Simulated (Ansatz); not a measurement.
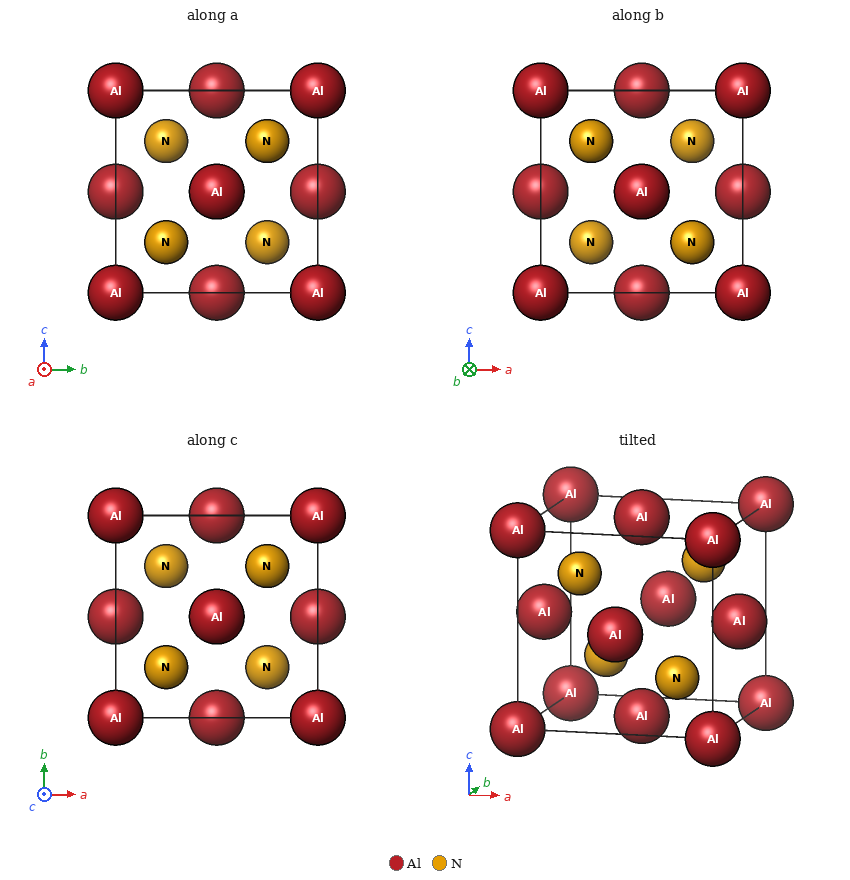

The crystal in a spheres-only representation, seen along the a axis, along the b axis, along the c axis and slightly off an axis. The edges of the conventional unit cell are marked.

Lattice parameters: a = 4.365 Å, b = 4.365 Å, c = 4.365 Å, α = 90.00°, β = 90.00°, γ = 90.00°. Put a along x and b in the xy plane.

**Give the structure in the form of a POSCAR file.**

```
Al N
1.0
     4.365    0.000    0.000
     0.000    4.365    0.000
     0.000    0.000    4.365
Al N
4 4
Direct
  0.0000 0.0000 0.0000
  0.0000 0.5000 0.5000
  0.5000 0.0000 0.5000
  0.5000 0.5000 0.0000
  0.2500 0.2500 0.7500
  0.2500 0.7500 0.2500
  0.7500 0.2500 0.2500
  0.7500 0.7500 0.7500
```

The cell started as a structure type filled with these elements by a generator (whether the compound takes this form wasn't checked). Earlier steps of the study may have refined or changed the cell and positions. It went into a calculation with Ansatz.
